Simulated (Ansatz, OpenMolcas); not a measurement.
# GeSiH4O (SMILES [SiH3][O][GeH]): methods side by side

GeSiH4O has 7 atoms, charge 0, and is taken as a singlet. SMILES: `[SiH3][O][GeH]`. The coordinates come from a PBE0-D4/def2-TZVP relaxation. This is one conformer, not always the lowest.

```xyz
7

Si   -0.7417    0.6509   -0.2965
O     0.5335   -0.1393    0.3737
Ge    1.2614   -1.7562    0.1342
H    -1.4092   -0.1976   -1.3238
H    -0.2609    1.9013   -0.9375
H    -1.7225    0.9881    0.7664
H     2.4008   -1.5151    1.2380
```

Each level gives the vertical ionisation energy (to the doublet cation) (eV). The values are calculated.

```csv
level,kind,program,value (eV),less CCSD(T)/def2-SVP,CPU time (all runs)
revPBE/def2-SVP,GGA,Ansatz,8.78,-0.19,14 s
TPSS/def2-SVP,meta-GGA,OpenMolcas,8.90,-0.07,81 s
B3LYP/def2-SVP,global hybrid,Ansatz,9.09,+0.12,20 s
M06-2X/def2-SVP,hybrid meta-GGA,OpenMolcas,9.01,+0.04,65 s
r2SCAN0/def2-SVP,hybrid meta-GGA,Ansatz,9.10,+0.13,35 s
CAM-B3LYP/def2-SVP,range-separated hybrid,Ansatz,9.18,+0.21,21 s
wB97M-V/def2-SVP,range-separated hybrid,Ansatz,9.15,+0.18,2.2 min
"CCSD(T)/def2-SVP, open shells restricted",coupled cluster or CI,OpenMolcas,8.97,0.00,82 s
```

CCSD(T)/def2-SVP, open shells restricted is the highest level here, not the true value. All-electron rows without a relativistic Hamiltonian named are non-relativistic. The values span 8.78 to 9.18 eV. In the correlated wave-function rows the outer d shell of Ge is correlated, in sets not made for it. The second state's dipole differs much between rows, so they may not all be the same state. Times are those of the runs behind each value, whatever else they computed, on shared processors of several kinds: orders of magnitude only.

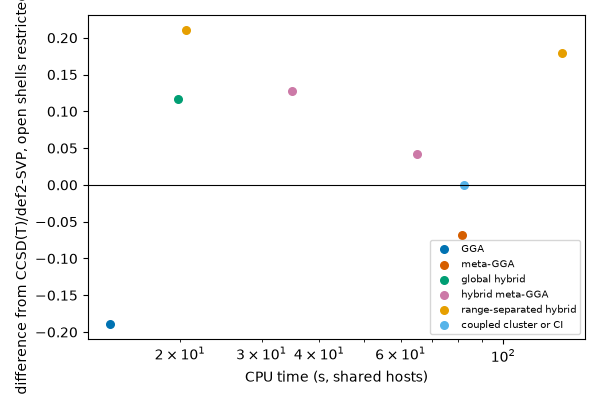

Difference from CCSD(T)/def2-SVP, open shells restricted against processor time, one point a level.
